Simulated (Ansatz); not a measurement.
# Two runs on CH₅BClNO

System: CH₅BClNO, SMILES NCB(O)Cl.
Method of run 1: RKS PBE-D4/def2-TZVPP (Ansatz 0.2.0).

The geometry comes from this level: PBE0-D4/def2-TZVP. Text and figures count atoms from 1; the logs count them from 0 in places.

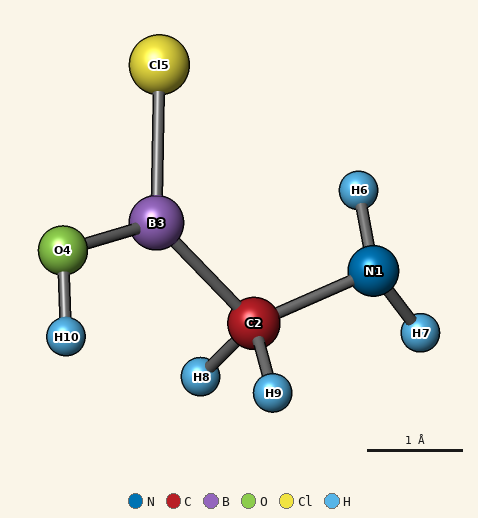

The input geometry (ball-and-stick view, seen at a tilt; atoms are numbered from 1 in the order of the input).

### Input file, run 1
```yaml
crystal:
  periodic: [false, false, false]
  atoms:
    - {symbol: N, position_ang: [-0.264271, 1.362046, 0.773945]}
    - {symbol: C, position_ang: [-0.415229, -0.021238, 0.363384]}
    - {symbol: B, position_ang: [0.561300, -0.481528, -0.779275]}
    - {symbol: O, position_ang: [0.307078, -1.512864, -1.609891]}
    - {symbol: Cl, position_ang: [2.133390, 0.299975, -0.980297]}
    - {symbol: H, position_ang: [0.714368, 1.611521, 0.835646]}
    - {symbol: H, position_ang: [-0.684730, 1.529372, 1.677691]}
    - {symbol: H, position_ang: [-0.255797, -0.754908, 1.178880]}
    - {symbol: H, position_ang: [-1.447262, -0.188468, 0.026095]}
    - {symbol: H, position_ang: [-0.565648, -1.895109, -1.483277]}
basis:
  gaussian: {orbitals: def2-TZVPP}
hamiltonian: {xc: pbe, dispersion: d4}
output: {forces: true, orbitals: {seedname: orbitals}}
```

Command:
```bash
ansatz run in.yaml --threads 4 --pin off --events-out ev --progress --plain --max-ram 10444MiB
```

Hardware: 4 threads of Arm Neoverse V2, 23 GiB of memory available, shared host.

### Output (run 1)
```
Functional definition: PBE
  parameter kappa = 0.804
  parameter beta = 0.06672455060314922
  exchange = pbe_x(kappa = kappa, mu = beta*pi^2/3)
  correlation = pbe_c(beta = beta)
1244 factors; their error is unknown
mean field evaluation 1: about -17832.3969 eV, gradient 9.0e1 eV
mean field evaluation 2: about -17779.5376 eV, gradient 1.7e2 eV
mean field evaluation 4: about -17847.4870 eV, gradient 1.6e1 eV
mean field evaluation 8: about -17848.0292 eV, gradient 1.2e-1 eV
mean field evaluation 16: about -17848.0030 eV, gradient 9.0e-3 eV
mean field -17848.00298785 eV, -655.9020119924 hartree, gradient 2.3e-5 eV, S^2 0.000000; 0 other end points of the search recorded, 0 dependent functions left out
the calculation of the forces begins
reference -17848.00302813 eV, -655.9020134730 hartree; 24, 24 occupied and 212, 212 virtual orbitals, 1244 factors
Total energy: -17848.19857994 eV, -655.9091998692 hartree
Atom 0 at    -0.264271     1.362046     0.773945 Å, force    -0.190715     0.221732    -0.225558 eV/Å
Atom 1 at    -0.415229    -0.021238     0.363384 Å, force     0.074926    -0.057689    -0.091890 eV/Å
Atom 2 at     0.561300    -0.481528    -0.779275 Å, force    -0.011613     0.226663     0.239775 eV/Å
Atom 3 at     0.307078    -1.512864    -1.609891 Å, force     0.327233    -0.249692    -0.421192 eV/Å
Atom 4 at     2.133390     0.299975    -0.980297 Å, force     0.213604     0.109686    -0.026090 eV/Å
Atom 5 at     0.714368     1.611521     0.835646 Å, force     0.339931     0.092352     0.029266 eV/Å
Atom 6 at    -0.684730     1.529372     1.677691 Å, force    -0.129339     0.073347     0.323630 eV/Å
Atom 7 at    -0.255797    -0.754908     1.178880 Å, force     0.016891    -0.185556     0.172094 eV/Å
Atom 8 at    -1.447262    -0.188468     0.026095 Å, force    -0.220295    -0.051549    -0.062330 eV/Å
Atom 9 at    -0.565648    -1.895109    -1.483277 Å, force    -0.420624    -0.179294     0.062296 eV/Å
Dipole moment:    -0.385570    -0.273757     0.333720 e Å
```

The input of run 2 differs as follows (lines with − go, lines with + come):
```diff
-hamiltonian: {xc: pbe, dispersion: d4}
+hamiltonian: {xc: r2scan, dispersion: d4}
```

Predict how the results change.

The total energies belong to different models, so their difference says nothing on which is more stable or more accurate. The largest force goes from 0.589 to 0.239 eV/Å. The HOMO goes from −5.43 to −5.77 eV. The LUMO goes from −0.98 to −0.61 eV. The dipole moment goes from 2.78 to 2.89 D.

### Output (run 2)
```
Functional definition: r2SCAN
  parameter k0 = 0.174
  parameter k1 = 0.065
  parameter a1 = 4.9479
  exchange = r2scan_x(k0 = k0, k1 = k1, a1 = a1)
  correlation = r2scan_c
1244 factors; their error is unknown
mean field evaluation 1: about -17843.0745 eV, gradient 8.2e1 eV
mean field evaluation 2: about -17819.8551 eV, gradient 1.3e2 eV
mean field evaluation 4: about -17855.7977 eV, gradient 9.5e0 eV
mean field evaluation 8: about -17855.9777 eV, gradient 2.5e-1 eV
mean field evaluation 16: about -17855.9523 eV, gradient 5.6e-4 eV
mean field -17855.95226563 eV, -656.1941425626 hartree, gradient 5.7e-5 eV, S^2 0.000000; 0 other end points of the search recorded, 0 dependent functions left out
the calculation of the forces begins
reference -17855.95227692 eV, -656.1941429776 hartree; 24, 24 occupied and 212, 212 virtual orbitals, 1244 factors
Total energy: -17856.00069457 eV, -656.1959222934 hartree
Atom 0 at    -0.264271     1.362046     0.773945 Å, force    -0.017708     0.238570     0.006455 eV/Å
Atom 1 at    -0.415229    -0.021238     0.363384 Å, force     0.002557    -0.170317    -0.095704 eV/Å
Atom 2 at     0.561300    -0.481528    -0.779275 Å, force    -0.069395     0.085720     0.128961 eV/Å
Atom 3 at     0.307078    -1.512864    -1.609891 Å, force    -0.002611    -0.153841    -0.136120 eV/Å
Atom 4 at     2.133390     0.299975    -0.980297 Å, force     0.102515     0.054779    -0.012959 eV/Å
Atom 5 at     0.714368     1.611521     0.835646 Å, force     0.019431    -0.005842     0.027818 eV/Å
Atom 6 at    -0.684730     1.529372     1.677691 Å, force     0.006755     0.002078     0.036836 eV/Å
Atom 7 at    -0.255797    -0.754908     1.178880 Å, force    -0.006991    -0.036671     0.021429 eV/Å
Atom 8 at    -1.447262    -0.188468     0.026095 Å, force    -0.006702    -0.008536     0.013037 eV/Å
Atom 9 at    -0.565648    -1.895109    -1.483277 Å, force    -0.027852    -0.005940     0.010248 eV/Å
Dipole moment:    -0.403597    -0.276883     0.348544 e Å
```

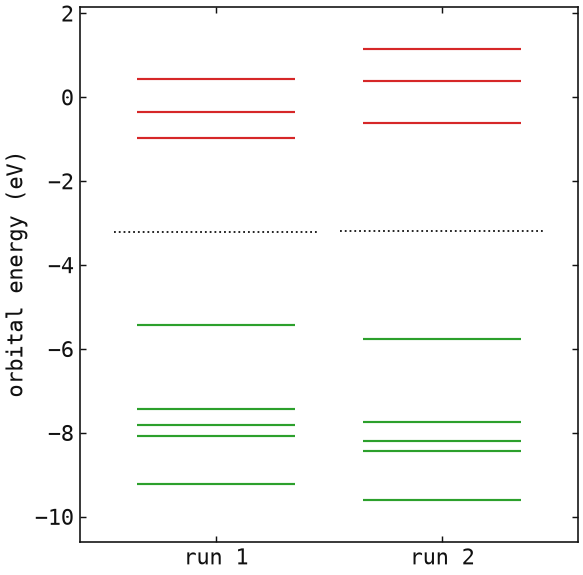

The five highest filled and three lowest empty orbital energies of the two runs; the dotted lines part filled from empty levels. The HOMO–LUMO gap is 4.45 eV in run 1 and 5.16 eV in run 2.

### The two runs side by side

```tsv
quantity	run 1	run 2
outcome	converged	converged
total energy (hartree)	−655.909200	−656.195922
HOMO (eV)	−5.43	−5.77
LUMO (eV)	−0.98	−0.61
dipole moment (D)	2.78	2.89
largest force (eV/Å)	0.589	0.239
basis functions	236	236
wall time (shared host)	1.9 s	3.7 s
```
